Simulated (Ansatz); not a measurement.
**SiNH4 (SMILES [NH][SiH3]): UCCSD/STO-3G**

What is the energy change on altering one bond length of SiNH4 at UCCSD/STO-3G? 

Program for the calculation: Ansatz 0.2.0.

46 further runs of the same task are left out: 46 set aside as unsound or not needed.

## 1. The molecule

SiNH4 has 6 atoms, charge 0, and is taken as a doublet. SMILES: `[NH][SiH3]`. Geometry: relaxed at PBE0-D4/def2-TZVP.

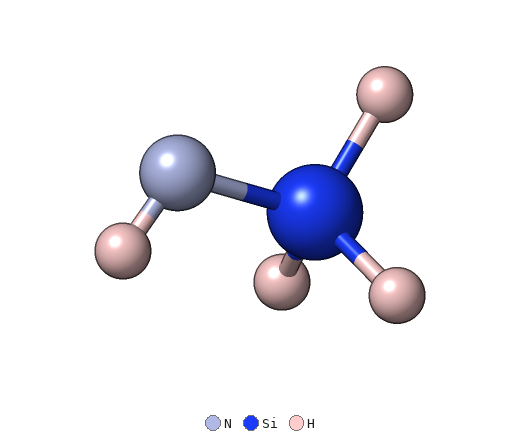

The structure, seen from a chosen angle (nitrogen light blue, silicon blue, hydrogen pink).

## 2. A single-point energy at UCCSD/STO-3G

Contents of job.yaml:

```yaml
basis:
  gaussian:
    orbitals: STO-3G
crystal:
  periodic: [false, false, false]
  atoms:
    - {symbol: "N", position_ang: [0.592100, -0.835200, 0.909500]}
    - {symbol: Si, position_ang: [-0.203700, 0.347600, -0.110000]}
    - {symbol: H, position_ang: [0.922800, -1.640700, 0.372700]}
    - {symbol: H, position_ang: [-1.310600, -0.282300, -0.885500]}
    - {symbol: H, position_ang: [0.789500, 0.911800, -1.068900]}
    - {symbol: H, position_ang: [-0.748100, 1.434800, 0.736200]}
magnetization:
  spin_polarized: true
  initial_magnetization: 1
correlation:
  method: ccsd
  frozen_orbitals: {H: 0, "N": 1, Si: 5}
accuracy: high
scf:
  omitted_lower_state_checks: [cluster_reference, increment]
```

Run with:

```bash
$ ansatz run job.yaml --threads 1 --pin off --max-ram 2610MiB --events-out events.jsonl --progress --plain --runs-dir runs
```

What it wrote, cut to the lines that bear on the results:

```text
Warning: RAYON_NUM_THREADS=1 ignored (pool sized by the plan → 1); use --threads N
Functional definition: HF
  name "HF"
[...]
314 factors; integrals over basis functions are off by at most 1.1e-8 eV
[...]
mean field -9296.11885246 eV, -341.6260666921 hartree, gradient 6.8e-8 eV, S^2 0.758828; 0 other end points of the search recorded, 0 dependent functions left out
6 core orbitals not correlated: weight in the atoms' cores, before any rotation towards them, 1.000 or more for the frozen orbitals, at most 0.000 for the correlated occupied ones
reference -9296.11885246 eV, -341.6260666921 hartree; 7, 6 occupied and 5, 6 virtual orbitals, 314 factors
second order -1.86492062 eV of doubles, -0.00000000 eV of singles
cycle   1  -2.39752649 eV  change   -5.3e-1 eV  update   6.0e-2
[...]
cycle  25  -2.70824426 eV  change  -4.4e-10 eV  update  7.9e-10
Total energy: -9298.82709672 eV, -341.7255928329 hartree
Checks for a lower state left out: cluster_reference, increment
```

Wall time 0.22 s (1 thread of Arm Neoverse V1, shared host).

## 3. The distorted shape, same level

Contents of job.yaml:

```yaml
basis:
  gaussian: {orbitals: STO-3G}
crystal:
  periodic: [false, false, false]
  atoms:
    - {symbol: N, position_ang: [0.791059, -1.130913, 1.164386]}
    - {symbol: Si, position_ang: [-0.203700, 0.347600, -0.110000]}
    - {symbol: H, position_ang: [1.121759, -1.936413, 0.627586]}
    - {symbol: H, position_ang: [-1.310600, -0.282300, -0.885500]}
    - {symbol: H, position_ang: [0.789500, 0.911800, -1.068900]}
    - {symbol: H, position_ang: [-0.748100, 1.434800, 0.736200]}
magnetization: {spin_polarized: true, initial_magnetization: 1}
correlation: {method: ccsd, frozen_orbitals: {H: 0, "N": 1, Si: 5}}
accuracy: high
scf: {omitted_lower_state_checks: [cluster_reference, increment]}
```

Run with:

```bash
$ ansatz run job.yaml --threads 1 --pin off --max-ram 2610MiB --events-out events.jsonl --progress --plain --runs-dir runs
```

What it wrote, cut to the lines that bear on the results:

```text
Warning: RAYON_NUM_THREADS=1 ignored (pool sized by the plan → 1); use --threads N
Functional definition: HF
  name "HF"
[...]
308 factors; integrals over basis functions are off by at most 1.1e-8 eV
[...]
mean field -9294.78860285 eV, -341.5771809207 hartree, gradient 4.5e-8 eV, S^2 0.964283; 0 other end points of the search recorded, 0 dependent functions left out
6 core orbitals not correlated: weight in the atoms' cores, before any rotation towards them, 1.000 or more for the frozen orbitals, at most 0.000 for the correlated occupied ones
reference -9294.78860285 eV, -341.5771809207 hartree; 7, 6 occupied and 5, 6 virtual orbitals, 308 factors
second order -1.89246681 eV of doubles, -0.00000000 eV of singles
cycle   1  -2.49950143 eV  change   -6.1e-1 eV  update   7.7e-2
[...]
cycle  29  -3.11024866 eV  change   5.2e-10 eV  update  5.2e-10
Total energy: -9297.89885151 eV, -341.6914804507 hartree
Checks for a lower state left out: cluster_reference, increment
```

It took 0.24 s on 1 thread of Arm Neoverse V1, shared host.

## 4. Summary of results

At UCCSD/STO-3G, 6 core orbitals frozen:

| quantity | value |
| --- | --- |
| first shape: total energy | -341.72559 Eh |
| first shape: correlation energy (6 core orbitals frozen) | -99.5 mEh |
| first shape: ⟨S²⟩ of the reference determinant | 0.759 |
| first shape: T1 diagnostic | 0.008 |
| distorted shape: total energy | -341.69148 Eh |
| distorted shape: correlation energy (6 core orbitals frozen) | -114.3 mEh |
| distorted shape: ⟨S²⟩ of the reference determinant | 0.964 |
| distorted shape: T1 diagnostic | 0.039 |
| energy change with the N1–Si2 bond stretched from 1.753 to 2.191 Å | 0.928 eV |

What this shows: With the N1–Si2 bond stretched from 1.753 to 2.191 Å the energy rises by 0.93 eV (21.4 kcal/mol). The first shape isn't relaxed at this level, so the change isn't measured from a minimum. The minimal basis adds a large error of its own. ⟨S²⟩ (distorted shape) is 0.96 where a pure doublet has 0.75: the reference is spin-contaminated.
